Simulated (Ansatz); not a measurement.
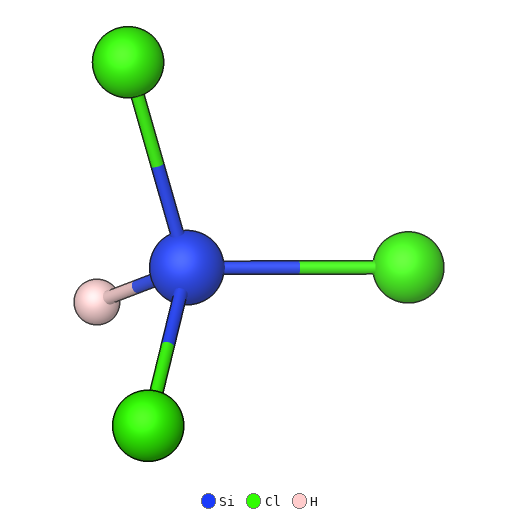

Rendered structure (ball-and-stick style).

The computed structure is the end point of a PBE0-D4/def2-TZVP optimisation.

Count the atoms of each element.

Cl₃HSi, 5 atoms: 3 chlorine, 1 hydrogen and 1 silicon.

Give the symmetry (Schoenflies symbol).

C3v.

More results for the same structure follow; atom numbers are the same in all pictures, views and colours differ.

### Shape

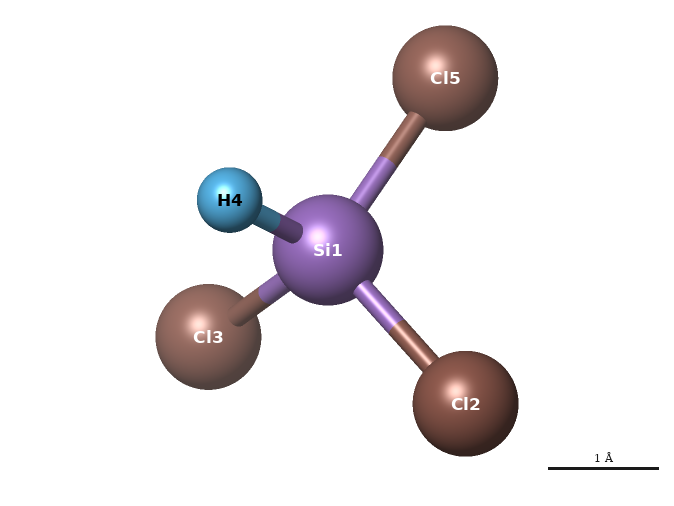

Numbered structure.

Estimate the angles Cl2–Si1–Cl3, Cl2–Si1–H4.

```
      angle  degrees
Cl2–Si1–Cl3    109.5
 Cl2–Si1–H4    109.4
```

### Vibrations

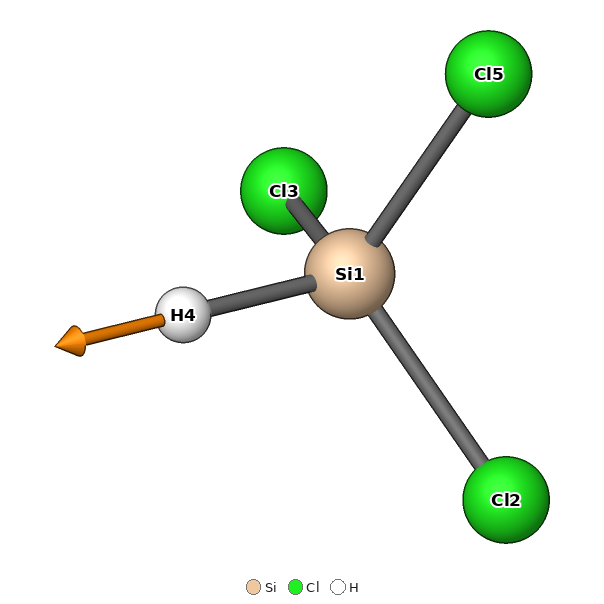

The arrows show one normal mode. Harmonic vibrations computed with RKS PBE0-D4/def2-TZVP (Ansatz 0.2.0) at a stationary point of the same level.

What kind of motion is it?

Mostly Si–H stretching.

Estimate its harmonic wavenumber.

2309 cm⁻¹; it is mode 9 of 9 counted from the lowest.

### Charges

The questions are on Mulliken charges. Method: RKS PBE0-D4/def2-TZVP (Ansatz 0.2.0).

Give the Mulliken charges atom by atom.

| atom | value (e) |
| --- | --- |
| Si1 | 0.55 |
| Cl2 | −0.19 |
| Cl3 | −0.19 |
| H4 | 0.01 |
| Cl5 | −0.19 |

### Electronic properties

Level of theory: RKS PBE0-D4/def2-TZVPP (Ansatz 0.2.0).

Computed properties:

- HOMO energy (Kohn–Sham orbital): −9.39 eV
- LUMO energy (Kohn–Sham orbital): −0.06 eV
- HOMO–LUMO gap: 9.33 eV

Mulliken values depend strongly on the basis set and can even reverse the polarity of a bond.
